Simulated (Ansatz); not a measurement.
**Ti2NbB3: a trial structure relaxed**

The task: take a trial cell of Ti2NbB3 to zero force and stress.

Computed with Ansatz 0.2.0 (DFT PBE, scalar-relativistic, plane waves, PAW, unless a step's input says otherwise).

2 further runs of the same task are left out: 1 that didn't finish, 1 set aside as unsound or not needed.

**1. The system as given**

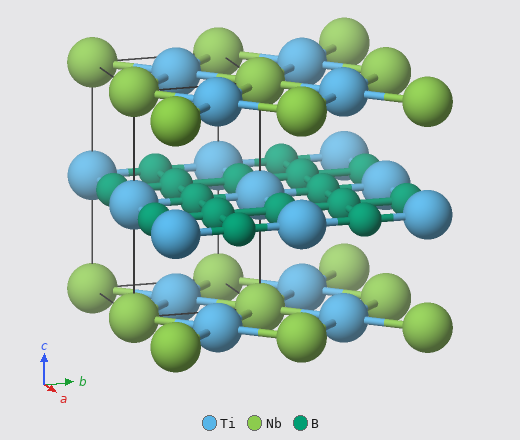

The starting structure, seen slightly off an axis (titanium blue, niobium green, boron teal). 2×2×1 cells are drawn. Atoms on the faces are drawn again on the opposite ones.

Coordinates:

```
CELL_PARAMETERS angstrom
3.40222 0.00000 0.00000
0.00000 3.40222 0.00000
0.00000 0.00000 5.95848
ATOMIC_POSITIONS crystal
Ti 0.00000 0.00000 0.50000
Ti 0.50000 0.50000 0.00000
Nb 0.00000 0.00000 0.00000
B 0.00000 0.50000 0.50000
B 0.50000 0.00000 0.50000
B 0.50000 0.50000 0.50000
```

The cell is invented: random cell by space group and Wyckoff sites (P4/mmm, No. 123). The dimensions are guesses.

**2. The guess as it stands, on a coarse mesh**

The input, input.yaml:

```yaml
crystal:
  lattice:
    - [3.4022182, 0.0, 0.0]
    - [0.0, 3.4022182, 0.0]
    - [0.0, 0.0, 5.9584825]
  atoms:
    - { symbol: Ti, position: [0.0, 0.0, 0.5] }
    - { symbol: Ti, position: [0.5, 0.5, 0.0] }
    - { symbol: Nb, position: [0.0, 0.0, 0.0] }
    - { symbol: B, position: [0.0, 0.5, 0.5] }
    - { symbol: B, position: [0.5, 0.0, 0.5] }
    - { symbol: B, position: [0.5, 0.5, 0.5] }
basis:
  ecutwfc: 420
kpoints:
  mp_grid: { grid: [6, 6, 4] }
hamiltonian:
  xc: pbe
scf:
  occupations: { method: gaussian, width: 0.1 }
  lower_state_search: "off"
output:
  forces: true
  stress: true
  eigenvalues: true
```

Command:

```sh
> ansatz run input.yaml --threads 1 --pin off --max-ram 2560MiB --backend cpu --events-out ev --progress --plain --runs-dir out
```

Output (excerpt; [...] marks lines left out):

```text
[...]
SCF converged after 8 iterations
Free energy (F): -10006.854985 eV
[...]
E sigma→0 (E₀):  -10006.849958 eV
Entropy (-TS):   -0.010054 eV (-1.676 meV/atom)
Fermi energy:    14.756424 eV
[...]
--- Forces (eV/Å), atoms counted from 1 ---
  atom   1  Ti    -0.00000000    -0.00000000     0.00000000
  atom   2  Ti     0.00000000     0.00000000     0.00000000
  atom   3  Nb    -0.00000000     0.00000000     0.00000000
  atom   4  B     -0.00000000     0.00000000     0.00000000
  atom   5  B     -0.00000000     0.00000000     0.00000000
  atom   6  B      0.00000000     0.00000000     0.00000000
[...]
--- Stress (GPa, compression-positive) ---
       70.414046       0.000000       0.000000
        0.000000      70.414046       0.000000
        0.000000       0.000000      -0.650503
  P = ⅓ Tr σ = 46.7259 GPa (467.259 kbar)
--- Band table (eV; the first three rows and the last of 30) ---
[...]
```

Wall time 4.1 s (1 thread of AMD EPYC 7R43 (Zen 3), shared host); peak memory 0.42 GiB.

Read-out: pressure 46.7 GPa, largest force 0.00 eV/Å, gap on this mesh none (metal). A cheap, loose relaxation comes first.

**3. Rough relaxation on the coarse mesh**

input.yaml: that of step 2 with these lines changed.

```diff
@@ -25 +25,6 @@
   eigenvalues: true
+relax:
+  adjacent_minimum: "off"
+  f_tol: 0.04
+  max_steps: 70
+  cell: { stress_tol: 0.4 }
```

Command:

```sh
> ansatz run input.yaml --threads 1 --pin off --max-ram 2560MiB --backend cpu --events-out ev --progress --plain --runs-dir out
```

Output:

```text
Warning: RAYON_NUM_THREADS=1 ignored (pool sized by the plan → 1); use --threads N
Engine: ansatz 0.2.0, x86_64-unknown-linux-gnu
Pseudopotentials: kind: paw
Pseudopotential: Ti, paw, valence charge 12, recommended cutoff 420 eV (normal), Ti.paw.azcp
Pseudopotential: Nb, paw, valence charge 13, recommended cutoff 420 eV (normal), Nb.paw.azcp
Pseudopotential: B, paw, valence charge 3, recommended cutoff 420 eV (normal), B.paw.azcp
Functional definition: PBE
  parameter kappa = 0.804
  parameter beta = 0.06672455060314922
  exchange = pbe_x(kappa = kappa, mu = beta*pi^2/3)
  correlation = pbe_c(beta = beta)
Crystal: 6 atoms, lattice volume = 68.970 Å³
Basis set: ecut = 420 eV, 1351 PW (Γ), exchange–correlation on 48×48×80 points (8 copies of the dense FFT grid, shifted against one another)
Bands: 29, of which v1, the nominal top of the filled ones, is band 23 counted from 1 (22 counted from 0)
Symmetry: 16 space group operations
Space group: P4/mmm (ITA 123), of the structure as read, at distance tolerance 4.1e-5 Å
k-points: 30 of 144
Non-local potential: Ti, projectors of the file, l = 0: 3, l = 1: 2, l = 2: 3, l = 3: 1
Non-local potential: Nb, projectors of the file, l = 0: 3, l = 1: 2, l = 2: 2, l = 3: 1
Non-local potential: B, projectors of the file, l = 0: 2, l = 1: 2, l = 2: 1
PAW form: soft (Blöchl's): semilocal exchange-correlation on the pseudo side does not see the compensation charge
PAW one-centre angular grid: Ti, 590 points (default); XC on 64 Gauss nodes
PAW one-centre angular grid: Nb, 590 points (default); XC on 64 Gauss nodes
PAW one-centre angular grid: B, 110 points (default); XC on 64 Gauss nodes
Initial density: superposition of atomic densities (neutral atoms: chi_scale 0, normalization atom), corrected by the library's trained network
Initial wavefunctions: pseudopotential atomic-orbital guess
Functional: x = pbe(κ = 0.804, μ = 0.2195149727645171), c = pbe(β = 0.06672455060314922)
SCF iter   1: F=—  HF=-10007.087727 eV  |F-HF|=—  |Δ(HF+E_count)|=         —  Δρ=2.43e-2  dr2=1.11e0  ethr=1.77e-3  ⟨swp⟩=5.3  Hψ=3768  notcnv=0
preconditioner: auto → Kerker (q_TF=auto, 2.550 Å⁻¹)  [metal: Δε(μ)=0.049 eV  Ē_g=5.653 eV  σ=0.100 eV  W_gap=0.27  n_scr=16 (ndim 8)  ℏωp=21.0 eV  f_vac=0.000  D(μ)=3.26/eV (n_scr^D=36)]
SCF iter   2: F=—  HF=-10006.945446 eV  |F-HF|=—  |Δ(HF+E_count)|=   1.42e-1  Δρ=1.43e-2  dr2=4.90e-1  ethr=1.77e-3  ⟨swp⟩=1.8  Hψ=1185  notcnv=0  defer=10
SCF iter   3: F=—  HF=-10006.858604 eV  |F-HF|=—  |Δ(HF+E_count)|=   8.68e-2  Δρ=3.12e-3  dr2=1.59e-2  ethr=1.07e-3  ⟨swp⟩=2.2  Hψ=1303  notcnv=0  defer=20
SCF iter   4: F=—  HF=-10006.855165 eV  |F-HF|=—  |Δ(HF+E_count)|=   3.44e-3  Δρ=1.05e-3  dr2=1.82e-3  ethr=3.45e-5  ⟨swp⟩=2.3  Hψ=1408  notcnv=0  defer=18
SCF iter   5: F=—  HF=-10006.854931 eV  |F-HF|=—  |Δ(HF+E_count)|=   2.34e-4  Δρ=3.03e-4  dr2=1.23e-4  ethr=3.95e-6  ⟨swp⟩=2.0  Hψ=955  notcnv=0  defer=18
SCF iter   6: F=—  HF=-10006.854913 eV  |F-HF|=—  |Δ(HF+E_count)|=   1.84e-5  Δρ=1.29e-4  dr2=1.82e-5  ethr=2.68e-7  ⟨swp⟩=2.1  Hψ=1080  notcnv=0  defer=18
SCF iter   7: F=—  HF=-10006.854986 eV  |F-HF|=—  |Δ(HF+E_count)|=   7.28e-5  Δρ=3.54e-5  dr2=1.04e-6  ethr=3.95e-8  ⟨swp⟩=2.0  Hψ=1194  notcnv=0  defer=18
SCF iter   8: F=-10006.854985 eV  HF=-10006.854985 eV  |F-HF|=2.77e-8  |Δ(HF+E_count)|=   1.42e-7  Δρ=7.96e-6  dr2=5.49e-8  ethr=2.17e-10  ⟨swp⟩=7.4  Hψ=4061  notcnv=0
SCF 1 converged in 8 iterations: F = -10006.854985 eV  dr2 = 5.49e-8
relax step   1: F+E_penalty+E_count = -10006.85498538 eV  Δ(F+E_penalty+E_count) = +0.000e0 eV  max|allowed force component| = 4.059e-29 eV/Å  Δτ_max = 0.0000 Å  P = +46.726 GPa  Ω = 68.970 Å³  (8 SCF iters, dr2 threshold 1.00e-7 eV, accepted)
Crystal: 6 atoms, lattice volume = 74.556 Å³
Basis set: ecut = 420 eV, 1471 PW (Γ), exchange–correlation on 48×48×80 points (8 copies of the dense FFT grid, shifted against one another)
Initial density: handed on by an earlier stage of this run
Initial wavefunctions: those handed on with the density
iter 1 solved again at ethr=1.12e-3 eV; its pass at ethr=3.10e-3 eV (dr2=5.16e-1 eV) is discarded
SCF iter   1: F=—  HF=-10009.102358 eV  |F-HF|=—  |Δ(HF+E_count)|=         —  Δρ=1.88e-2  dr2=5.15e-1  ethr=1.12e-3  ⟨swp⟩=1.0  Hψ=4943  notcnv=0
preconditioner: auto → Kerker (q_TF=auto, 2.517 Å⁻¹)  [metal: Δε(μ)=0.031 eV  Ē_g=5.310 eV  σ=0.100 eV  W_gap=0.17  n_scr=20 (ndim 8)  ℏωp=20.2 eV  f_vac=0.000  D(μ)=6.04/eV (n_scr^D=66)]
SCF iter   2: F=—  HF=-10009.039065 eV  |F-HF|=—  |Δ(HF+E_count)|=   6.33e-2  Δρ=1.05e-2  dr2=1.67e-1  ethr=1.12e-3  ⟨swp⟩=2.0  Hψ=1028  notcnv=0
SCF iter   3: F=—  HF=-10009.002525 eV  |F-HF|=—  |Δ(HF+E_count)|=   3.65e-2  Δρ=2.57e-3  dr2=8.57e-3  ethr=3.62e-4  ⟨swp⟩=2.1  Hψ=1233  notcnv=0
SCF iter   4: F=—  HF=-10009.001073 eV  |F-HF|=—  |Δ(HF+E_count)|=   1.45e-3  Δρ=9.52e-4  dr2=1.19e-3  ethr=1.86e-5  ⟨swp⟩=1.1  Hψ=1113  notcnv=0  defer=1
SCF iter   5: F=—  HF=-10009.000925 eV  |F-HF|=—  |Δ(HF+E_count)|=   1.48e-4  Δρ=1.80e-4  dr2=1.89e-5  ethr=2.58e-6  ⟨swp⟩=2.2  Hψ=1162  notcnv=0  defer=1
SCF iter   6: F=—  HF=-10009.001099 eV  |F-HF|=—  |Δ(HF+E_count)|=   1.74e-4  Δρ=5.40e-5  dr2=3.09e-6  ethr=4.10e-8  ⟨swp⟩=2.0  Hψ=1330  notcnv=0  defer=1
SCF iter   7: F=-10009.001099 eV  HF=-10009.001099 eV  |F-HF|=6.29e-8  |Δ(HF+E_count)|=   2.11e-7  Δρ=1.04e-5  dr2=1.24e-7  ethr=1.30e-9  ⟨swp⟩=7.8  Hψ=3590  notcnv=0
SCF 2 converged in 7 iterations: F = -10009.001099 eV  dr2 = 1.24e-7
relax step   2: F+E_penalty+E_count = -10009.00109935 eV  Δ(F+E_penalty+E_count) = -2.146e0 eV  max|allowed force component| = 3.430e-28 eV/Å  Δτ_max = 0.0000 Å  P = +24.782 GPa  Ω = 74.556 Å³  energy of the carried Pulay correction = -4.871e-3 eV  (7 SCF iters, dr2 threshold 6.00e-7 eV, accepted)
Crystal: 6 atoms, lattice volume = 77.978 Å³
Basis set: ecut = 420 eV, 1523 PW (Γ), exchange–correlation on 48×48×80 points (8 copies of the dense FFT grid, shifted against one another)
iter 1 solved again at ethr=1.70e-3 eV; its pass at ethr=3.10e-3 eV (dr2=7.83e-1 eV) is discarded
SCF iter   1: F=—  HF=-10010.747105 eV  |F-HF|=—  |Δ(HF+E_count)|=         —  Δρ=2.04e-2  dr2=7.87e-1  ethr=1.70e-3  ⟨swp⟩=1.0  Hψ=5385  notcnv=0
preconditioner: auto → Kerker (q_TF=auto, 2.499 Å⁻¹)  [metal: Δε(μ)=0.012 eV  Ē_g=5.020 eV  σ=0.100 eV  W_gap=0.07  n_scr=20 (ndim 8)  ℏωp=19.7 eV  f_vac=0.000  D(μ)=5.04/eV (n_scr^D=50)]
SCF iter   2: F=—  HF=-10010.679747 eV  |F-HF|=—  |Δ(HF+E_count)|=   6.74e-2  Δρ=1.04e-2  dr2=2.05e-1  ethr=1.70e-3  ⟨swp⟩=2.2  Hψ=1002  notcnv=0
SCF iter   3: F=—  HF=-10010.648900 eV  |F-HF|=—  |Δ(HF+E_count)|=   3.08e-2  Δρ=2.08e-3  dr2=4.36e-3  ethr=4.46e-4  ⟨swp⟩=2.1  Hψ=1057  notcnv=0
SCF iter   4: F=—  HF=-10010.648041 eV  |F-HF|=—  |Δ(HF+E_count)|=   8.59e-4  Δρ=6.20e-4  dr2=3.56e-4  ethr=9.47e-6  ⟨swp⟩=2.4  Hψ=1441  notcnv=0  defer=2
SCF iter   5: F=—  HF=-10010.648225 eV  |F-HF|=—  |Δ(HF+E_count)|=   1.85e-4  Δρ=1.56e-4  dr2=2.20e-5  ethr=7.75e-7  ⟨swp⟩=2.3  Hψ=1201  notcnv=0  defer=2
SCF iter   6: F=—  HF=-10010.648226 eV  |F-HF|=—  |Δ(HF+E_count)|=   3.36e-7  Δρ=3.35e-5  dr2=1.06e-6  ethr=4.79e-8  ⟨swp⟩=2.0  Hψ=1085  notcnv=0  defer=2
SCF iter   7: F=-10010.648225 eV  HF=-10010.648226 eV  |F-HF|=2.45e-7  |Δ(HF+E_count)|=   5.60e-9  Δρ=1.45e-5  dr2=3.02e-7  ethr=1.30e-9  ⟨swp⟩=7.2  Hψ=3932  notcnv=0
SCF 3 converged in 7 iterations: F = -10010.648225 eV  dr2 = 3.02e-7
relax step   3: F+E_penalty+E_count = -10010.64822544 eV  Δ(F+E_penalty+E_count) = -1.647e0 eV  max|allowed force component| = 2.117e-29 eV/Å  Δτ_max = 0.0000 Å  P = +10.477 GPa  Ω = 77.978 Å³  energy of the carried Pulay correction = -7.713e-3 eV  (7 SCF iters, dr2 threshold 6.00e-7 eV, accepted)
[... from here on, the SCF cycles and remarks between the steps are left out ...]
relax step   4: F+E_penalty+E_count = -10011.50804426 eV  Δ(F+E_penalty+E_count) = -8.598e-1 eV  max|allowed force component| = 8.388e-29 eV/Å  Δτ_max = 0.0000 Å  P = +3.838 GPa  Ω = 78.339 Å³  energy of the carried Pulay correction = -8.049e-3 eV  (7 SCF iters, dr2 threshold 6.00e-7 eV, accepted)
relax step   5: F+E_penalty+E_count = -10012.02726544 eV  Δ(F+E_penalty+E_count) = -5.192e-1 eV  max|allowed force component| = 2.892e-29 eV/Å  Δτ_max = 0.0000 Å  P = +2.285 GPa  Ω = 76.948 Å³  energy of the carried Pulay correction = -6.980e-3 eV  (7 SCF iters, dr2 threshold 6.00e-7 eV, accepted)
relax step   6: F+E_penalty+E_count = -10012.35025447 eV  Δ(F+E_penalty+E_count) = -3.230e-1 eV  max|allowed force component| = 4.996e-30 eV/Å  Δτ_max = 0.0000 Å  P = +3.019 GPa  Ω = 75.220 Å³  energy of the carried Pulay correction = -5.612e-3 eV  (7 SCF iters, dr2 threshold 6.00e-7 eV, accepted)
relax step   7: F+E_penalty+E_count = -10012.28685446 eV  Δ(F+E_penalty+E_count) = +6.340e-2 eV  max|allowed force component| = 5.358e-30 eV/Å  Δτ_max = 0.0000 Å  P = -4.170 GPa  Ω = 78.568 Å³  energy of the carried Pulay correction = -8.362e-3 eV  (7 SCF iters, dr2 threshold 6.00e-7 eV, rejected (line search))
relax step   8: F+E_penalty+E_count = -10012.41353607 eV  Δ(F+E_penalty+E_count) = -6.328e-2 eV  max|allowed force component| = 1.054e-28 eV/Å  Δτ_max = 0.0000 Å  P = -0.627 GPa  Ω = 76.708 Å³  energy of the carried Pulay correction = -6.847e-3 eV  (8 SCF iters, accepted)
relax step   9: F+E_penalty+E_count = -10012.41461753 eV  Δ(F+E_penalty+E_count) = -1.081e-3 eV  max|allowed force component| = 1.703e-29 eV/Å  Δτ_max = 0.0000 Å  P = +0.018 GPa  Ω = 76.361 Å³  energy of the carried Pulay correction = -6.567e-3 eV  (6 SCF iters, dr2 threshold 6.00e-7 eV, accepted)
relax step  10: F+E_penalty+E_count = -10012.57906030 eV  Δ(F+E_penalty+E_count) = -1.644e-1 eV  max|allowed force component| = 1.028e-29 eV/Å  Δτ_max = 0.0000 Å  P = +2.705 GPa  Ω = 76.361 Å³  stress off target by 3.91e0 GPa  SCF on the basis re-selected at this cell (its energy is not comparable with the rows above)  (7 SCF iters)
relax step  11: F+E_penalty+E_count = -10012.60018273 eV  Δ(F+E_penalty+E_count) = -2.112e-2 eV  max|allowed force component| = 5.530e-30 eV/Å  Δτ_max = 0.0000 Å  P = +0.652 GPa  Ω = 77.663 Å³  energy of the carried Pulay correction = -8.210e-4 eV  (6 SCF iters, dr2 threshold 6.00e-7 eV, accepted)
relax step  12: F+E_penalty+E_count = -10012.60134980 eV  Δ(F+E_penalty+E_count) = -1.167e-3 eV  max|allowed force component| = 2.150e-29 eV/Å  Δτ_max = 0.0000 Å  P = +0.066 GPa  Ω = 78.082 Å³  energy of the carried Pulay correction = -1.109e-3 eV  (6 SCF iters, dr2 threshold 6.00e-7 eV, accepted)
iter 1 solved again at ethr=1.58e-8 eV; its pass at ethr=3.10e-3 eV (dr2=7.29e-6 eV) is discarded
SCF iter   1: F=—  HF=-10012.602401 eV  |F-HF|=—  |Δ(HF+E_count)|=         —  Δρ=1.15e-4  dr2=3.94e-7  ethr=1.58e-8  ⟨swp⟩=3.4  Hψ=5939  notcnv=0
preconditioner: auto → Kerker (q_TF=auto, 2.498 Å⁻¹)  [metal: Δε(μ)=0.039 eV  Ē_g=4.737 eV  σ=0.100 eV  W_gap=0.21  n_scr=18 (ndim 8)  ℏωp=19.7 eV  f_vac=0.000  D(μ)=4.19/eV (n_scr^D=40)]
SCF iter   2: F=—  HF=-10012.602410 eV  |F-HF|=—  |Δ(HF+E_count)|=   8.69e-6  Δρ=5.87e-5  dr2=1.04e-7  ethr=8.57e-10  ⟨swp⟩=2.5  Hψ=1364  notcnv=0
iter 3 did not close the SCF: its close was put off for the readings that it lacked (scf_convergence_deferred on its scf_iter line)
SCF iter   3: F=-10012.602417 eV  HF=-10012.602417 eV  |F-HF|=2.65e-8  |Δ(HF+E_count)|=   7.35e-6  Δρ=4.45e-6  dr2=3.62e-9  ethr=2.26e-10  ⟨swp⟩=2.0  Hψ=1137  notcnv=0
iter 4 did not close the SCF: its close was put off for the readings that it lacked (scf_convergence_deferred on its scf_iter line)
SCF iter   4: F=-10012.602417 eV  HF=-10012.602417 eV  |F-HF|=5.82e-11  |Δ(HF+E_count)|=   2.87e-8  Δρ=6.04e-7  dr2=1.29e-10  ethr=7.87e-12  ⟨swp⟩=2.4  Hψ=1347  notcnv=0
iter 5 did not close the SCF: its close was put off for the readings that it lacked (scf_convergence_deferred on its scf_iter line)
SCF iter   5: F=-10012.602417 eV  HF=-10012.602417 eV  |F-HF|=1.82e-12  |Δ(HF+E_count)|=  8.91e-11  Δρ=1.42e-7  dr2=1.56e-11  ethr=1.00e-12  ⟨swp⟩=1.1  Hψ=872  notcnv=0
SCF iter   6: F=-10012.602417 eV  HF=-10012.602417 eV  |F-HF|=1.82e-12  |Δ(HF+E_count)|=  3.64e-12  Δρ=3.22e-8  dr2=9.63e-13  ethr=1.00e-12  ⟨swp⟩=2.1  Hψ=2037  notcnv=0
SCF 13 converged in 6 iterations: F = -10012.602417 eV  dr2 = 9.63e-13
relax step  13: F+E_penalty+E_count = -10012.60241703 eV  Δ(F+E_penalty+E_count) = -1.067e-3 eV  max|allowed force component| = 2.031e-29 eV/Å  Δτ_max = 0.0000 Å  P = +0.060 GPa  Ω = 78.082 Å³  stress off target by 9.00e-2 GPa  SCF on the basis re-selected at this cell (its energy is not comparable with the rows above)  (6 SCF iters)
basis re-selected at this cell: Δ(F+E_penalty+E_count) = -1.067e-3 eV, ΔP = -0.007 GPa vs the last step (what re-selecting the basis moved, of the pressure what is left beyond the Pulay correction that the steps carried, after the strain that the cell walked since its last selection, with what the two solves' SCF thresholds leave and, on support functions, any second-order correction that the steps lacked; it is no measure of the basis error at this ecutwfc). This SCF's stress stands 9.00e-2 GPa from its target on what of the cell is left free (relax.cell.stress_tol is 4.00e-1 GPa) and its largest allowed force component is 2.03e-29 eV/Å (relax.f_tol is 4.00e-2 eV/Å): within both
SCF converged after 6 iterations
Free energy (F): -10012.602417 eV
Harris-Foulkes:  -10012.602417 eV  (|F-HF|=1.82e-12)
Internal energy: -10012.581491 eV  (E = F + TS)
E sigma→0 (E₀):  -10012.591954 eV
Entropy (-TS):   -0.020926 eV (-3.488 meV/atom)
Fermi energy:    12.834594 eV
--- Per-component energies (eV) ---
  E_band       = -402.268062
  E_kinetic    = 1082.021003
  E_local      = -2879.111644  (includes V_loc(G=0)·N_el)
  E_nonlocal   = 179.041689
  E_hartree    = 1123.118772
  E_xc         = -463.429017
  E_vxc        = -566.985924  (∫ρ·V_xc dr)
  E_paw        = -5408.143064  (= ΣΔE_a)
  E_vpaw       = -463.470980  (= ΣTr[D̂ρ^β])
  E_aug_tail   = 0.000267  (compensation charges beyond the density's cutoff)
  E_ewald      = -3646.079498
  E_smearing   = -0.020926  (= −TS)
  E_closure    = -0.000000  (closes the sum)
  Σ components = -10012.602417   (vs F -10012.602417, Δ=0.00e0)
--- Forces (eV/Å), atoms counted from 1 ---
  atom   1  Ti     0.00000000     0.00000000     0.00000000
  atom   2  Ti    -0.00000000     0.00000000     0.00000000
  atom   3  Nb     0.00000000    -0.00000000     0.00000000
  atom   4  B     -0.00000000     0.00000000     0.00000000
  atom   5  B     -0.00000000     0.00000000     0.00000000
  atom   6  B     -0.00000000    -0.00000000     0.00000000
  max |Σ_I F_I| component: 2.96e-29 eV/Å
--- Stress (GPa, compression-positive) ---
        0.089979       0.000000       0.000000
        0.000000       0.089979       0.000000
        0.000000       0.000000      -0.000497
  P = ⅓ Tr σ = 0.0598 GPa (0.598 kbar)
--- Band table (eV; the first three rows and the last of 30) ---
  k-point 0: bands = ["-44.2266", "-43.0001", "-41.7531", "-20.5522", "-20.5083", "-20.5083", "-20.4374", "-19.4136", "-19.4136", "-17.8660", "-17.8660", "-17.0470", "1.7199", "6.7966", "8.6116", "8.6116", "9.3611", "9.6852", "10.4971", "10.6577", "10.6577", "11.1445", "11.4956", "12.2788", "14.1467", "14.1509", "14.1509", "14.1548", "15.1028"]
  k-point 1: bands = ["-44.2265", "-42.9662", "-41.7968", "-20.5289", "-20.5076", "-20.5076", "-20.0925", "-19.3999", "-19.3999", "-17.8851", "-17.8851", "-17.5109", "1.9332", "6.9901", "7.7991", "8.3678", "8.3678", "10.4888", "10.5514", "11.2466", "11.4578", "11.4578", "11.6079", "13.0734", "13.9713", "14.2953", "14.2953", "14.8687", "14.8687"]
  k-point 2: bands = ["-44.2265", "-42.9296", "-41.8430", "-20.5263", "-20.5069", "-20.5069", "-19.5157", "-19.3858", "-19.3858", "-18.1835", "-17.9046", "-17.9046", "2.1821", "6.9275", "7.2431", "8.1887", "8.1887", "9.8196", "10.9120", "11.3624", "12.8849", "13.0448", "13.0448", "13.3618", "13.3618", "13.7283", "13.7750", "14.6252", "14.6252"]
  k-point 29: bands = ["-44.2244", "-42.9301", "-41.8430", "-20.5265", "-20.5265", "-20.5231", "-19.5119", "-19.3865", "-19.3865", "-18.1808", "-17.9133", "-17.9133", "4.2712", "5.4662", "5.4662", "9.3095", "9.6800", "9.9033", "9.9033", "10.6969", "11.5968", "11.6427", "13.3088", "13.3088", "13.9517", "14.2260", "14.3956", "14.8282", "14.8282"]
--- Relaxed structure (11 steps of the walk, 10 accepted, 2 SCFs on fresh bases) ---
  F+E_penalty+E_count = -10012.60241703 eV   max|allowed force component| = 2.031e-29 eV/Å   (the final SCF, on the basis selected at the relaxed cell)
  cell:  # Å, volume = 78.0816 Å³
    - [4.097509278835807, -1.4180264961063107e-33, 0.0]
    - [-1.4180264961063107e-33, 4.0975092788358065, 0.0]
    - [0.0, 0.0, 4.650597732651018]
  atoms:
    - { symbol: Ti, position: [1.7541797785220933e-34, 1.383672600294251e-34, 0.49999999999999994] }
    - { symbol: Ti, position: [0.49999999999999994, 0.49999999999999994, 0.0] }
    - { symbol: Nb, position: [-1.2396385735884781e-33, -7.585504821476439e-34, 0.0] }
    - { symbol: B, position: [8.717517872779922e-35, 0.49999999999999994, 0.49999999999999994] }
    - { symbol: B, position: [0.49999999999999994, 1.5433664991012296e-34, 0.49999999999999994] }
    - { symbol: B, position: [0.49999999999999994, 0.49999999999999994, 0.49999999999999994] }
```

It took 60 s on 1 thread of AMD EPYC 7R43 (Zen 3), shared host; peak memory 0.45 GiB.

Relaxation path:

```
step  energy from step 1 (eV/cell)  largest force component (eV/Å)  pressure (GPa)  volume (Å³)
   1                        0.0000                          0.0000           46.73        68.97
   2                       -2.1461                          0.0000           24.78        74.56
   3                       -3.7932                          0.0000           10.48        77.98
   4                       -4.6531                          0.0000            3.84        78.34
   5                       -5.1723                          0.0000            2.29        76.95
   6                       -5.4953                          0.0000            3.02        75.22
   7                       -5.4319                          0.0000           -4.17        78.57
   8                       -5.5586                          0.0000           -0.63        76.71
   9                       -5.5596                          0.0000            0.02        76.36
  10                       -5.7241                          0.0000            2.70        76.36
  11                       -5.7452                          0.0000            0.65        77.66
  12                       -5.7464                          0.0000            0.07        78.08
  13                       -5.7474                          0.0000            0.06        78.08
```

Step 1 is the start. Steps 10, 13 each repeat the geometry before them on a plane-wave basis chosen anew, so the energy can jump there without any move. Step 7 was tried and not accepted.

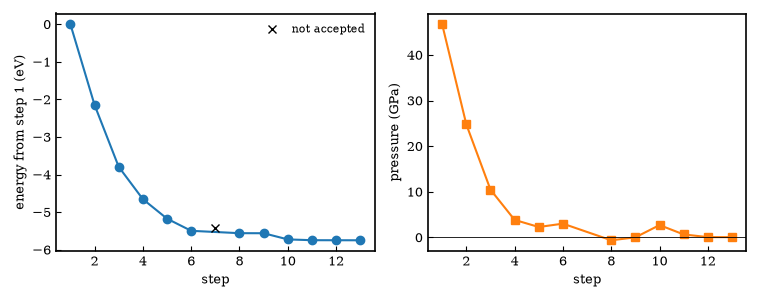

Energy and pressure along the relaxation.

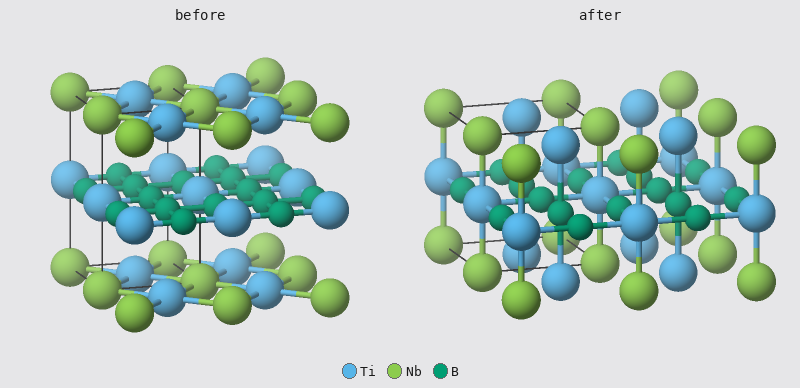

The structure before (left) and after (right) the relaxation, drawn at the same scale.

|  | before | after | change |
| --- | --- | --- | --- |
| a (Å) | 3.402 | 4.098 | +20.4 % |
| b (Å) | 3.402 | 4.098 | +20.4 % |
| c (Å) | 5.958 | 4.651 | -21.9 % |
| volume (Å³/atom) | 11.49 | 13.01 | +13.2 % |
| shortest distance (Å) | 1.701 | 2.049 | +20.4 % |
| space group (0.01 Å) | P4/mmm | P4/mmm | same |

Forces and stress were held to the start's 16 operations: a distortion of lower symmetry was not tested.

[end of part 1 of 2]
